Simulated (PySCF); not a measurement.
## Electronic structure of Br2O2Ta (charge −1) in real space

```xyz
5

Ta    0.0000    0.0000    0.4552
O     0.9994    0.9994    1.5174
O    -0.9994   -0.9994    1.5174
Br    1.5146   -1.5146   -0.9509
Br   -1.5146    1.5146   -0.9509
```

Core potentials replace the inner electrons of Ta.

The calculation used PySCF, RKS PBE, Ta def2-SVP with ECP60, O def2-SVP, Br def2-SVP; non-relativistic Hamiltonian with scalar-relativistic core potentials where named; density fitting.

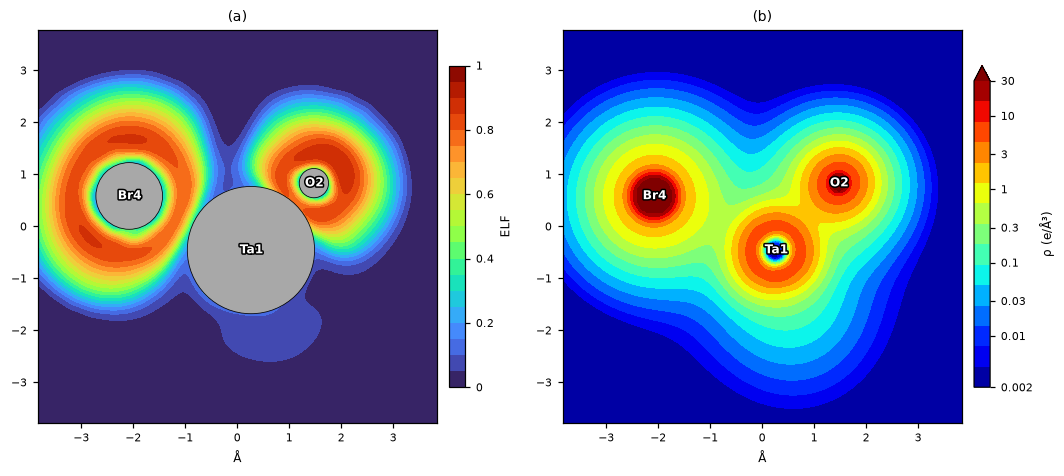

Figure 1. (a) ELF; (b) electron density on the plane of atoms O2, Ta1 and Br4. Grey discs cover the atomic cores in the ELF map.

**Describe what can be read from this map.**

The plane passes through Ta, O and Br nuclei. Ta–O (1.77 Å): the density is about 1.5 e/Å³ at the midpoint; the ELF peaks at about 0.80 in the valence shell of O, 0.5 Å from its nucleus, and drops to about 0.30 between the two atoms. Ta–Br (2.56 Å): ρ is about 0.46 e/Å³ halfway; the ELF peaks at about 0.80 in the valence shell of Br, 1.0 Å from its nucleus, and is about 0.45 at the midpoint.

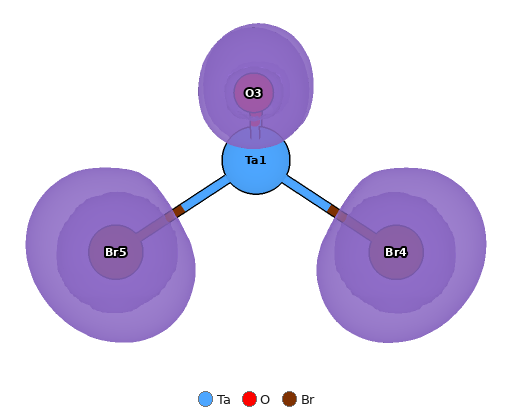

Figure 2. Isosurface of the electron localisation function at 0.75 (purple), seen across its widest extent. Core shells and regions of very low density are left out.

**Describe the localisation domains.**

The ELF exceeds this value in two regions wrapped around Br (the valence shell of each) and two regions wrapped around O (the valence shell of each).

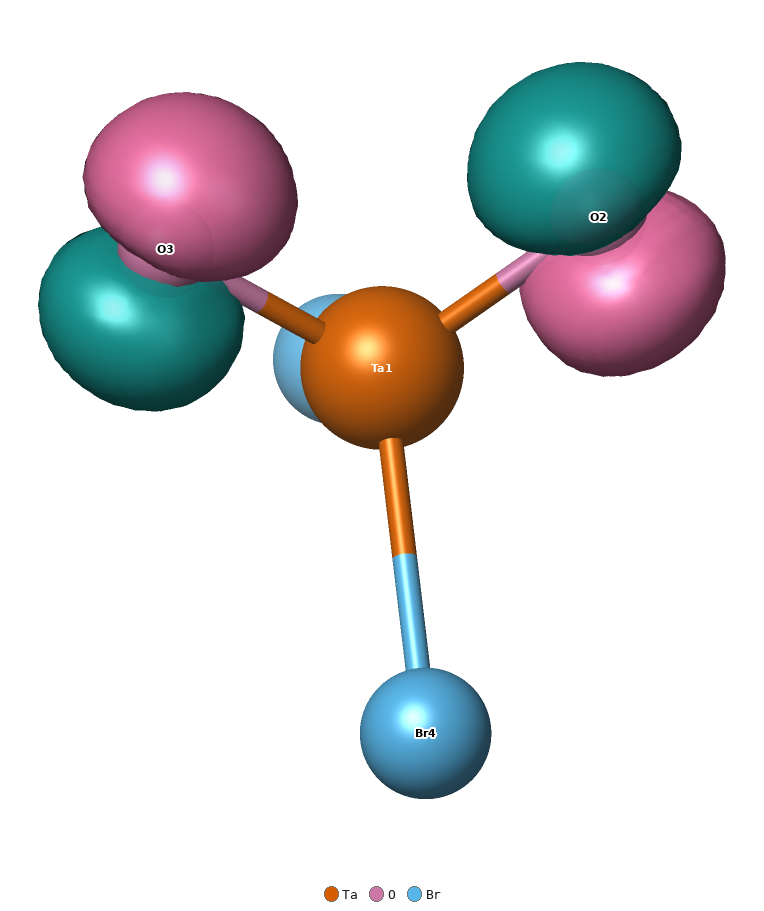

Figure 3. The HOMO at ±0.2 Å⁻³ᐟ² (teal and pink are the two phases), seen at an oblique angle.

**What is the character of this orbital?**

Its weight (Hirshfeld) is mainly on O2 (about 45 %) and O3 (about 45 %); largely a combination of lone pairs on O2 and O3. Its energy is −1.71 eV.

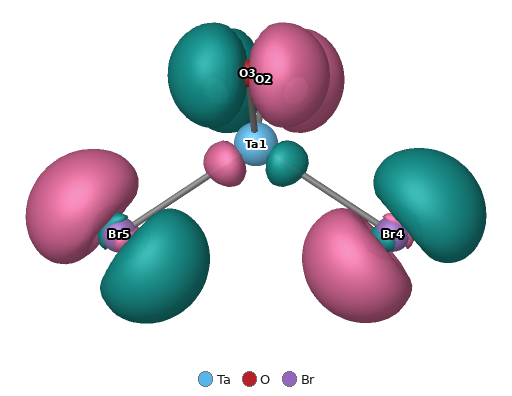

Figure 4. The HOMO−1 at ±0.1 Å⁻³ᐟ² (teal and pink are the two phases), seen across its widest extent.

**What is the character of this orbital?**

By Hirshfeld shares it lies mainly on Br4 (about 25 %), Br5 (about 25 %), O3 (about 20 %), O2 (about 20 %) and Ta1 (about 10 %); largely a combination of lone pairs on Br4, Br5, O3 and O2. Its energy is −2.62 eV.
